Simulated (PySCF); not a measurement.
**NbO₂: structure of the doublet**

Where does doublet NbO₂ go from a bent start, is the end point a minimum, and what are its modes, charges and moments?

The runs use PySCF 2.14.0; B3LYP, basis Nb def2-TZVP with ECP28, O def2-TZVP, scalar-relativistic core potentials, no spin–orbit coupling, density fitting.

**1. Where the work starts**

3 atoms, charge 0, spin multiplicity 2.

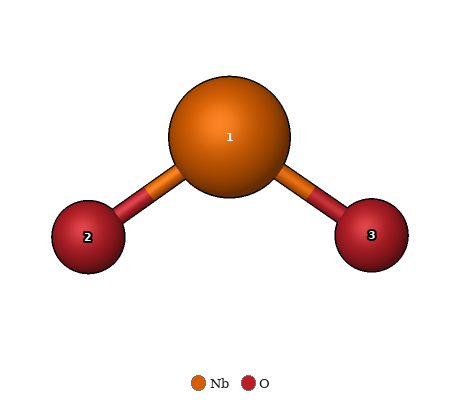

Start geometry, drawn with niobium orange, oxygen red; atoms are numbered from 1 in the order of the file.

Coordinates in bohr (charge 0 multiplicity 2):
```
Nb    0.0000    0.0000    0.0000
O     2.8174    0.0000    1.9727
O    -2.8174    0.0000    1.9727
```

**2. The SCF at the typed geometry**

The steps below are one call of a driver around PySCF. For each, scf.py gives the equivalent set-up of the SCF; relaxations use the driver's own optimiser. After this first run the driver tries any further starts and a stability analysis.

Input file scf.py:

```python
from pyscf import gto, scf, dft
mol = gto.M(atom='''
Nb     0.000000     0.000000     0.000000
O      1.490900     0.000000     1.043900
O     -1.490900     0.000000     1.043900''',
    basis={'Nb': 'def2-TZVP', 'O': 'def2-TZVP'},
    ecp={'Nb': 'def2-TZVP'},
    charge=0, spin=1)
mf = dft.UKS(mol, xc='B3LYP')
mf.grids.atom_grid = (50, 194)
aux = {'Nb': 'def2-universal-JKFIT', 'O': 'def2-universal-JKFIT'}
mf = mf.density_fit(auxbasis=aux)
mf.conv_tol = 1e-08
mf.diis_space = 10
mf.max_cycle = 60
mf.init_guess = 'minao'
mf.verbose = 4
mf.kernel()
```

Run with:

```console
$ OMP_NUM_THREADS=4 python axn.py task.json out
```

The runs that follow: Relaxation: bent start, doublet; Is it a minimum? Harmonic modes.

**Question.** What will these runs give? Wanted: minimum; geometry; wavenumbers; dipole moment; highest occupied, lowest empty level; polar-tensor charge of Nb1; zero-point energy; atomisation energy; ⟨S²⟩.

As calculated:

| quantity | value |
| --- | --- |
| minimum | doublet, C2v |
| geometry | Nb–O 1.713 Å (×2); O–Nb–O 105.2° |
| wavenumbers (cm⁻¹) | 354 (a1), 959 (b2), 1011 (a1) |
| dipole moment | 5.22 D |
| highest occupied, lowest empty level (either spin) | -5.88, -3.50 eV |
| polar-tensor charge of Nb1 | +1.59 e |
| zero-point energy | 13.9 kJ/mol |
| entropy at 298.15 K | 272.2 J/(mol K) |
| atomisation energy (no zero-point energy) | 1371 kJ/mol |
| ⟨S²⟩ | 0.756 |

In words: The bent start keeps its C2v symmetry and ends in a minimum. In the infrared the band at 959 cm⁻¹ (b2, stretch) leads. With 5.2 D the molecule is strongly polar. Most of the spin sits on Nb1 (Mulliken spin 1.09, against 1 for the whole molecule). Other starts or spin states, not run here, may lie lower. One determinant may miss the lowest occupation of an open d or f shell.
